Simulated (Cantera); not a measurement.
Charge: 1 mol SiHCl3, 41 mol H2, at 848.15 K.

Cantera equilibrium calculation (NASA polynomials, part measured and part estimated; ideal gas, pure solids and liquids). Candidate condensed phases: Si; 19 gas species. The tables' values for SiCl3 are old estimates; treat these amounts as uncertain. The numbers say what is thermodynamically allowed, not how fast it happens.

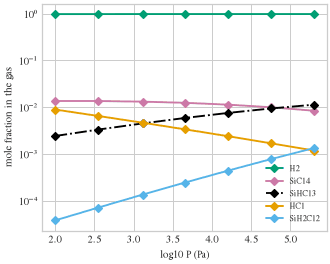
Figure. Equilibrium gas composition (values under 1e-9 drawn at 1e-9)

Q: Read off the mole fractions at 0.560 bar.

A: H2 about 0.98, SiCl4 about 0.0100, SiHCl3 about 0.0093, HCl about 0.0017, SiH2Cl2 about 0.00077.
